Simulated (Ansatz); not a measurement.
## Ge (diamond structure), cut as [100] wire, round, centred on atom, 2.02 nm across

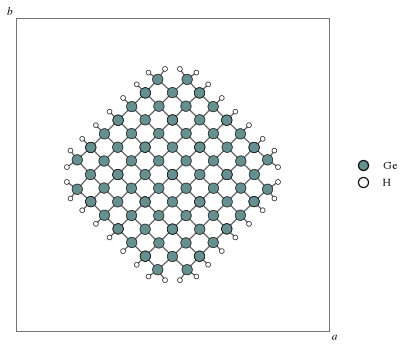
Figure: Optimised geometry, one periodic cell

Method: PBE (plane waves to 420 eV, PAW; Ansatz, an electronic-structure program).

- change of bonding against the cut = none
- number of neighbours within 2.967 Å (ending not counted) = 2 for 8 atoms, 3 for 20 atoms, 4 for 49 atoms
- mean Ge-Ge distance (least to greatest) = 2.481 Å (2.458 to 2.495)
